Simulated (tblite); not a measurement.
## Run report: C₂H₁₀Cl₂O₂Si₃, geometry relaxation (part 2 of 2)

C₂H₁₀Cl₂O₂Si₃, SMILES CO[Si@@H]([Si@H](C)Cl)[Si@H](O)Cl; GFN2-xTB geometry optimisation, gas phase (tblite 0.8.0). 

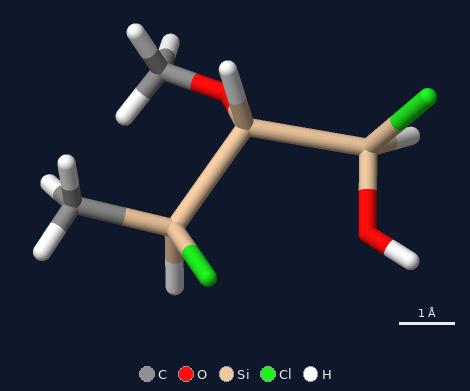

Fig. 1: The geometry at step 207 of the log (stick view, seen at a tilt).

Trajectory as extended XYZ, continued
```
19
Properties=species:S:1:pos:R:3:forces:R:3 step=103 energy=-870.13869
C     2.3669   -0.9644   -0.0901    0.0090  -0.0010   0.0010
O     1.6694    0.2074    0.2017    0.0010   0.0040   0.0240
Si    0.2519    0.7273   -0.4070   -0.0290  -0.0210   0.0190
Si   -1.5025   -0.7387    0.1070   -0.0320   0.0000   0.0030
C    -1.1724   -2.5985   -0.2110   -0.0010   0.0150   0.0020
Cl   -3.1371   -0.2340   -1.0062    0.0010  -0.0050   0.0020
Si    0.1404    2.8165    0.5293    0.0180   0.0070   0.0110
O    -0.6564    2.5197    1.9163   -0.0040   0.0080   0.0060
Cl   -1.0452    4.0286   -0.6077    0.0010  -0.0010   0.0060
H     1.6919   -1.8177   -0.1718    0.0110  -0.0090   0.0250
H     3.0836   -1.1417    0.7119    0.0120  -0.0170  -0.0080
H     2.9025   -0.8557   -1.0355    0.0060   0.0070  -0.0020
H     0.3892    0.8130   -1.8801   -0.0120   0.0060  -0.0690
H    -1.9727   -0.6681    1.5011    0.0170   0.0050   0.0120
H    -2.0739   -3.1882   -0.0621    0.0070   0.0060  -0.0060
H    -0.4172   -2.9830    0.4697    0.0000  -0.0080  -0.0180
H    -0.8307   -2.7841   -1.2268    0.0040   0.0100   0.0090
H     1.2989    3.6670    0.8210    0.0090   0.0010   0.0010
H    -0.9964    3.2038    2.4905   -0.0170  -0.0070  -0.0170
19
Properties=species:S:1:pos:R:3:forces:R:3 step=129 energy=-870.15502
C     2.3764   -0.9859   -0.0863   -0.0010  -0.0010   0.0000
O     1.6880    0.1754    0.2643    0.0080  -0.0010   0.0020
Si    0.2573    0.7034   -0.3105    0.0180   0.0040  -0.0200
Si   -1.4773   -0.7729    0.2284    0.0000  -0.0020  -0.0030
C    -1.1675   -2.5863   -0.3061   -0.0060   0.0040  -0.0090
Cl   -3.2026   -0.1713   -0.6801    0.0240  -0.0100   0.0160
Si    0.1737    2.8187    0.5714    0.0050  -0.0210   0.0040
O    -0.8507    2.6343    1.8225   -0.0040  -0.0220  -0.0230
Cl   -0.7524    4.0672   -0.7528    0.0140   0.0210   0.0010
H     1.7866   -1.8753    0.1446   -0.0010   0.0070   0.0170
H     3.3094   -1.0159    0.4768   -0.0090   0.0120   0.0000
H     2.5999   -0.9870   -1.1550    0.0080  -0.0020   0.0010
H     0.3685    0.7811   -1.7908   -0.0090  -0.0200  -0.0260
H    -1.8096   -0.8290    1.6612   -0.0070  -0.0140   0.0230
H    -2.0709   -3.1853   -0.2237   -0.0090   0.0060  -0.0050
H    -0.4082   -3.0623    0.3091   -0.0020   0.0310  -0.0010
H    -0.8340   -2.6440   -1.3396   -0.0070  -0.0040  -0.0010
H     1.3450    3.5887    1.0057   -0.0330   0.0050   0.0070
H    -1.3415    3.3558    2.2108    0.0130   0.0060   0.0150
19
Properties=species:S:1:pos:R:3:forces:R:3 step=155 energy=-870.16912
C     2.4018   -0.9760   -0.0508   -0.0030   0.0030  -0.0040
O     1.7133    0.2037    0.2309    0.0040  -0.0070   0.0000
Si    0.2540    0.6832   -0.3133   -0.0010  -0.0080   0.0110
Si   -1.4473   -0.7855    0.3369    0.0130  -0.0260  -0.0020
C    -1.1865   -2.5414   -0.3842    0.0010  -0.0040   0.0080
Cl   -3.2404   -0.1115   -0.3522   -0.0140   0.0030  -0.0040
Si    0.1666    2.8067    0.5424    0.0310  -0.0100   0.0340
O    -1.0490    2.6064    1.6070    0.0190  -0.0020  -0.0040
Cl   -0.4496    4.1750   -0.8364   -0.0030   0.0090  -0.0010
H     1.9277   -1.8290    0.4398   -0.0240   0.0120   0.0030
H     3.4216   -0.8726    0.3203    0.0010   0.0050  -0.0080
H     2.4253   -1.1611   -1.1266    0.0100   0.0000   0.0140
H     0.2987    0.6757   -1.7997    0.0100   0.0100  -0.0210
H    -1.6547   -0.9585    1.7866    0.0240  -0.0140  -0.0290
H    -2.0880   -3.1460   -0.3253    0.0020   0.0150   0.0200
H    -0.4022   -3.0710    0.1505   -0.0120   0.0040  -0.0170
H    -0.8951   -2.4995   -1.4315   -0.0110   0.0050   0.0210
H     1.2879    3.4847    1.2050   -0.0370  -0.0070  -0.0100
H    -1.4939    3.3259    2.0503   -0.0110   0.0130  -0.0090
19
Properties=species:S:1:pos:R:3:forces:R:3 step=181 energy=-870.17541
C     2.4073   -0.9732   -0.0194   -0.0040   0.0040  -0.0050
O     1.7496    0.2376    0.1949   -0.0060  -0.0080   0.0000
Si    0.2752    0.6926   -0.3294   -0.0050   0.0020   0.0110
Si   -1.3817   -0.8080    0.3617    0.0100  -0.0040   0.0090
C    -1.2200   -2.5407   -0.4371    0.0060   0.0010   0.0090
Cl   -3.2272   -0.0991   -0.1213    0.0050   0.0010  -0.0020
Si    0.1672    2.8052    0.5547   -0.0020   0.0040   0.0100
O    -1.1519    2.6190    1.4908    0.0000  -0.0080  -0.0030
Cl   -0.2778    4.2295   -0.8350    0.0020  -0.0010  -0.0070
H     1.9626   -1.7614    0.5919   -0.0070  -0.0070  -0.0030
H     3.4537   -0.8495    0.2596   -0.0010   0.0080   0.0050
H     2.3480   -1.2676   -1.0686    0.0050   0.0000  -0.0040
H     0.2936    0.6915   -1.8176    0.0100   0.0000  -0.0010
H    -1.4386   -1.0502    1.8152   -0.0050  -0.0020   0.0000
H    -2.1225   -3.1302   -0.2975    0.0070   0.0050  -0.0020
H    -0.3956   -3.0983   -0.0011    0.0040   0.0040  -0.0130
H    -1.0377   -2.4741   -1.5069   -0.0160   0.0060   0.0090
H     1.2277    3.4406    1.3445   -0.0030  -0.0070  -0.0080
H    -1.6418    3.3455    1.8707    0.0000   0.0010  -0.0040
19
Properties=species:S:1:pos:R:3:forces:R:3 step=207 energy=-870.17971
C     2.4191   -0.9794   -0.0068   -0.0010   0.0130  -0.0020
O     1.7700    0.2342    0.2178   -0.0120  -0.0130  -0.0030
Si    0.2947    0.6848   -0.3088   -0.0100  -0.0280   0.0080
Si   -1.3576   -0.8125    0.4016    0.0260  -0.0040  -0.0060
C    -1.2386   -2.5175   -0.4592    0.0040  -0.0020   0.0020
Cl   -3.2085   -0.0770   -0.0072   -0.0130   0.0040   0.0020
Si    0.1620    2.8024    0.5523    0.0040  -0.0020   0.0130
O    -1.2056    2.6207    1.4162    0.0030  -0.0030   0.0030
Cl   -0.2071    4.2266   -0.8570    0.0080   0.0120  -0.0150
H     1.9315   -1.7816    0.5517    0.0080  -0.0030  -0.0010
H     3.4520   -0.8821    0.3275   -0.0030  -0.0020   0.0050
H     2.4068   -1.2346   -1.0682    0.0060   0.0040   0.0060
H     0.3186    0.6627   -1.7960   -0.0030   0.0060  -0.0170
H    -1.3719   -1.1001    1.8484    0.0030   0.0040  -0.0070
H    -2.0656   -3.1637   -0.1768    0.0050  -0.0090  -0.0040
H    -0.3165   -3.0293   -0.1965   -0.0190   0.0010  -0.0080
H    -1.2601   -2.4192   -1.5419    0.0010   0.0050   0.0150
H     1.1865    3.4254    1.3961   -0.0010   0.0110  -0.0010
H    -1.7195    3.3498    1.7569   -0.0060   0.0070   0.0080
19
Properties=species:S:1:pos:R:3:forces:R:3 step=233 energy=-870.18092
C     2.4320   -0.9743    0.0058   -0.0030   0.0070   0.0030
O     1.7655    0.2299    0.2278    0.0010   0.0050   0.0030
Si    0.2921    0.6788   -0.3039   -0.0070  -0.0110   0.0100
Si   -1.3482   -0.8261    0.4132   -0.0020  -0.0070  -0.0020
C    -1.2607   -2.5174   -0.4768    0.0070  -0.0030  -0.0060
Cl   -3.2145   -0.0899    0.0792    0.0050   0.0030   0.0000
Si    0.1613    2.8003    0.5513   -0.0100   0.0190  -0.0030
O    -1.2328    2.6403    1.3759    0.0040  -0.0060   0.0060
Cl   -0.1440    4.2215   -0.8795    0.0040   0.0010   0.0010
H     1.9300   -1.7921    0.5276   -0.0040  -0.0050   0.0010
H     3.4494   -0.8768    0.3843    0.0020   0.0020   0.0000
H     2.4649   -1.2071   -1.0601    0.0030   0.0020  -0.0030
H     0.3166    0.6663   -1.7913   -0.0040  -0.0090  -0.0140
H    -1.3153   -1.1374    1.8545    0.0030   0.0010   0.0070
H    -2.0476   -3.1868   -0.1395   -0.0060  -0.0020  -0.0080
H    -0.3107   -3.0126   -0.2975    0.0030  -0.0020   0.0050
H    -1.3698   -2.4043   -1.5525   -0.0050   0.0020   0.0020
H     1.1652    3.4229    1.4193    0.0050   0.0000   0.0040
H    -1.7434    3.3741    1.7121    0.0040   0.0010  -0.0050
19
Properties=species:S:1:pos:R:3:forces:R:3 step=259 energy=-870.18176
C     2.4410   -0.9537    0.0173    0.0030  -0.0020   0.0020
O     1.7589    0.2418    0.2359   -0.0010  -0.0050  -0.0020
Si    0.2780    0.6688   -0.2931    0.0010  -0.0010  -0.0020
Si   -1.3416   -0.8536    0.4344    0.0030   0.0030  -0.0040
C    -1.2795   -2.5247   -0.4954    0.0010   0.0010  -0.0070
Cl   -3.2118   -0.1042    0.1547    0.0020  -0.0020   0.0070
Si    0.1614    2.8002    0.5418   -0.0050   0.0040   0.0010
O    -1.2420    2.6687    1.3549   -0.0010   0.0000  -0.0010
Cl   -0.0995    4.2251   -0.8937    0.0000  -0.0030   0.0020
H     1.9288   -1.7845    0.5078   -0.0030  -0.0010   0.0000
H     3.4444   -0.8540    0.4309    0.0060  -0.0050   0.0010
H     2.5114   -1.1679   -1.0509    0.0000   0.0030   0.0000
H     0.2923    0.6383   -1.7816   -0.0020  -0.0020  -0.0010
H    -1.2742   -1.1965    1.8675   -0.0030   0.0020   0.0050
H    -2.0672   -3.1963   -0.1638    0.0040   0.0010   0.0020
H    -0.3303   -3.0309   -0.3431   -0.0060   0.0010   0.0030
H    -1.4054   -2.3842   -1.5659    0.0040   0.0030  -0.0040
H     1.1714    3.4024    1.4185   -0.0020   0.0030  -0.0010
H    -1.7460    3.4147    1.6737    0.0000   0.0010   0.0010
19
Properties=species:S:1:pos:R:3:forces:R:3 step=285 energy=-870.18221
C     2.4460   -0.9552    0.0247    0.0000   0.0010   0.0010
O     1.7667    0.2427    0.2389   -0.0020   0.0010   0.0020
Si    0.2803    0.6631   -0.2798   -0.0030  -0.0020  -0.0010
Si   -1.3238   -0.8673    0.4644    0.0020  -0.0010  -0.0010
C    -1.2888   -2.5102   -0.5155   -0.0010  -0.0010   0.0010
Cl   -3.2012   -0.1125    0.2642   -0.0010   0.0010   0.0020
Si    0.1560    2.8017    0.5361    0.0000   0.0010  -0.0020
O    -1.2647    2.6825    1.3200    0.0000   0.0000  -0.0010
Cl   -0.0689    4.2120   -0.9197   -0.0010   0.0010   0.0000
H     1.9160   -1.7879    0.4930    0.0000  -0.0010  -0.0010
H     3.4398   -0.8674    0.4634    0.0020  -0.0020   0.0010
H     2.5407   -1.1575   -1.0439   -0.0010   0.0000   0.0000
H     0.2792    0.6203   -1.7686    0.0010   0.0010   0.0020
H    -1.2155   -1.2493    1.8856    0.0010   0.0020  -0.0030
H    -2.0836   -3.1811   -0.2002   -0.0010  -0.0010   0.0010
H    -0.3461   -3.0333   -0.3820    0.0010  -0.0010  -0.0010
H    -1.4169   -2.3360   -1.5808    0.0020   0.0010   0.0000
H     1.1471    3.4116    1.4286    0.0030   0.0000   0.0000
H    -1.7722    3.4332    1.6215   -0.0010  -0.0010   0.0010
```

The run was set up as follows.

Input file
```
{"job": {"xc": "GFN2-xTB", "basis": "xTB", "kind": "relax"}, "charge": 0, "multiplicity": 1}
C      2.558600    -1.006100    -0.220900
O      1.635800    -0.215400     0.530100
Si     0.380000     0.528600    -0.245300
Si    -1.595200    -0.621200     0.071800
C     -1.265200    -2.438800    -0.114700
Cl    -3.013200    -0.075700    -1.302600
Si    -0.035600     2.637300     0.586500
O     -0.534300     2.634400     2.175000
Cl    -1.526500     3.608600    -0.400400
H      2.034900    -1.837900    -0.710700
H      3.290200    -1.423600     0.464000
H      3.074700    -0.392800    -0.956500
H      0.700700     0.583400    -1.691700
H     -2.171800    -0.372400     1.421500
H     -2.182900    -3.012600     0.015900
H     -0.538400    -2.791400     0.625900
H     -0.869500    -2.662500    -1.114500
H      1.164200     3.493100     0.490300
H     -1.116400     3.374300     2.426300
```

The first line tells a small driver script what to run in tblite; the rest is the geometry in Å.

Run as:
```bash
OMP_NUM_THREADS=1 python <driver script> task.json out
```

Summary

```json
{"quantity": "outcome", "value": "converged"}
{"quantity": "total energy", "value": "−870.1822 eV"}
{"quantity": "hardware", "value": "1 CPU thread, shared host"}
{"quantity": "wall time", "value": "6.7 s"}
{"quantity": "peak memory", "value": "1.2 GiB"}
```
